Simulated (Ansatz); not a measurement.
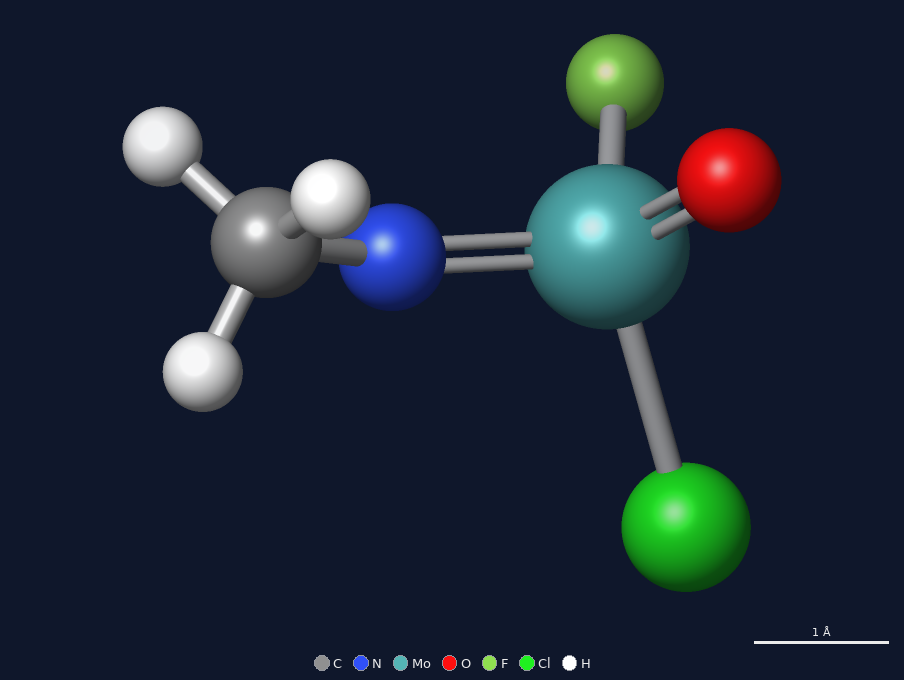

Multiple sticks mark multiple bonds (one Kekulé form).

The species is neutral and a spin singlet. Computed geometry: PBE0-D4/def2-TZVP optimisation.

Identify the structure.

Formula CH₃ClFMoNO. As SMILES it reads `C[N]=[Mo@](=[O])([F])[Cl]`. This geometry has C1 symmetry. Coordination: 1 C tetrahedral; 1 N bent; 1 Mo tetrahedral.

The parts below concern this one geometry. Atoms keep their numbers from picture to picture.

Levels of theory compared

Program: Ansatz 0.2.0.

Tabulate HOMO energy (eV), dipole (D), HOMO–LUMO gap (eV) at these levels: B3LYP-D4/def2-TZVPP; PBE-D4/def2-TZVPP; r2SCAN-D4/def2-TZVPP; ωB97M-V/def2-TZVPP.

| level | HOMO energy (eV) | dipole (D) | HOMO–LUMO gap (eV) |
| --- | --- | --- | --- |
| B3LYP-D4/def2-TZVPP | −8.09 | 2.94 | 5.29 |
| PBE-D4/def2-TZVPP | −6.93 | 2.81 | 3.66 |
| r2SCAN-D4/def2-TZVPP | −7.23 | 2.89 | 3.98 |
| ωB97M-V/def2-TZVPP | −10.54 | 2.94 | 10.05 |

Charges

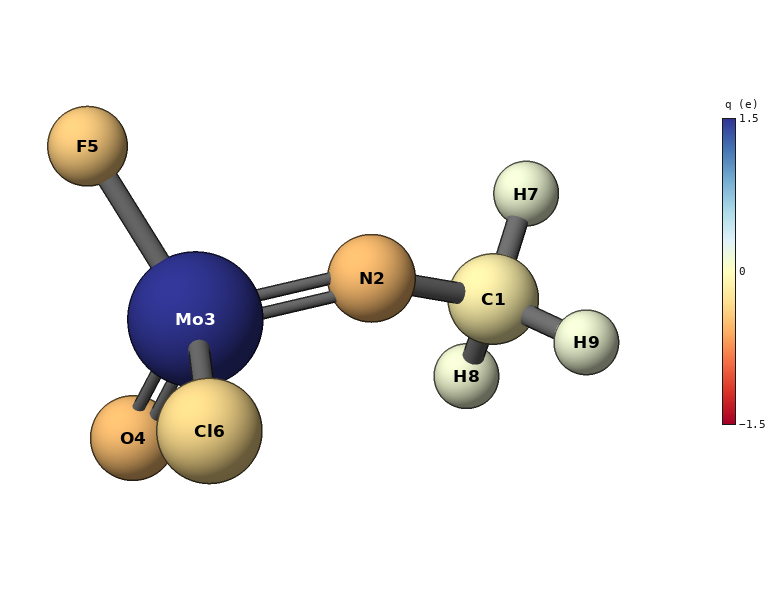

Atoms are coloured by their Mulliken charges. Method: RKS B3LYP-D4/def2-TZVPP, core potentials on Mo (Ansatz 0.2.0).

List the Mulliken charges.

```tsv
atom	value (e)
C1	−0.13
N2	−0.50
Mo3	1.49
O4	−0.49
F5	−0.41
Cl6	−0.31
H7	0.12
H8	0.12
H9	0.12
```

Thermal motion

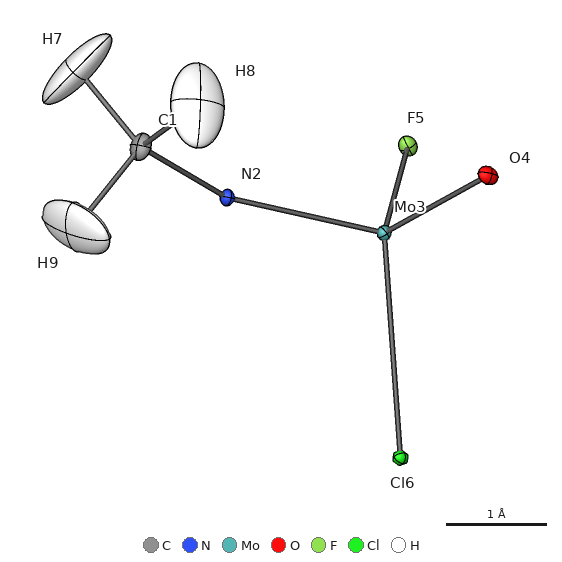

Displacement ellipsoids at the 50 % level, from the internal vibrations of the free molecule (harmonic, no overall translation or rotation; no half-axis is drawn under 0.075 Å). Vibrations computed with RKS PBE0-D4/def2-TZVP, core potentials on Mo (Ansatz 0.2.0). Temperature: 100 K.

Which atom has the largest mean-square displacement?

Answer. H9, with U_eq = 0.0448 Å².

Does H8 move more along its bond or across it?

Answer. Across it: the root-mean-square amplitude is 0.101 Å along the bond and up to 0.305 Å across, since bending and torsion are softer than stretching.

Give the displacement parameters, one line for each set of equivalent atoms.

```json
{"atom": "C1", "U_eq (Å²)": "0.0053", "rms amplitudes (Å)": "0.043, 0.075, 0.092"}
{"atom": "N2", "U_eq (Å²)": "0.0025", "rms amplitudes (Å)": "0.036, 0.054, 0.057"}
{"atom": "Mo3", "U_eq (Å²)": "0.00038", "rms amplitudes (Å)": "0.016, 0.021, 0.022"}
{"atom": "O4", "U_eq (Å²)": "0.0034", "rms amplitudes (Å)": "0.035, 0.060, 0.073"}
{"atom": "F5", "U_eq (Å²)": "0.0032", "rms amplitudes (Å)": "0.038, 0.058, 0.070"}
{"atom": "Cl6", "U_eq (Å²)": "0.0017", "rms amplitudes (Å)": "0.031, 0.035, 0.054"}
{"atom": "H7", "U_eq (Å²)": "0.0442", "rms amplitudes (Å)": "0.095, 0.164, 0.311"}
{"atom": "H8", "U_eq (Å²)": "0.0441", "rms amplitudes (Å)": "0.089, 0.177, 0.305"}
{"atom": "H9", "U_eq (Å²)": "0.0448", "rms amplitudes (Å)": "0.093, 0.179, 0.306"}
```

Mulliken values depend strongly on the basis set and can even reverse the polarity of a bond.
